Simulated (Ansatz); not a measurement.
TiN (rock salt)

```
TiN
1.0
    0.00000     2.11625     2.11625
    2.11625     0.00000     2.11625
    2.11625     2.11625     0.00000
N Ti
1 1
Direct
  0.00000   0.00000   0.00000
  0.50000   0.50000   0.50000
```

Equation-of-state scan: isotropic scaling of the cell above, V₀ being its volume. Symmetry pins the atoms to their sites.

Computed with r2SCAN (plane waves to 500 eV, PAW, scalar-relativistic; Ansatz, a first-principles code). k mesh 19×19×19 (Γ-centred), Fermi-Dirac smearing 0.05 eV. The energy includes the smearing's −TS. TiN is run without spin polarisation. TiN was relaxed with its symmetry unable to fall. ΔE is measured from the relaxed starting cell.

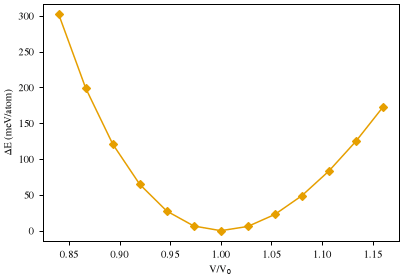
Fig. 1. ΔE (meV/atom) against V/V₀; one marker a computed point.

### Question
What is ΔE at V/V₀ = 1.160?

### Answer
About 170 meV/atom.

### Question
What is ΔE at V/V₀ = 0.840?

### Answer
About 300 meV/atom.

### Question
What bulk modulus B₀ follows from a third-order Birch-Murnaghan fit?

### Answer
About 300 GPa.

(Under strain, the slope of the energy per volume gives the stress and its curvature an elastic modulus.)
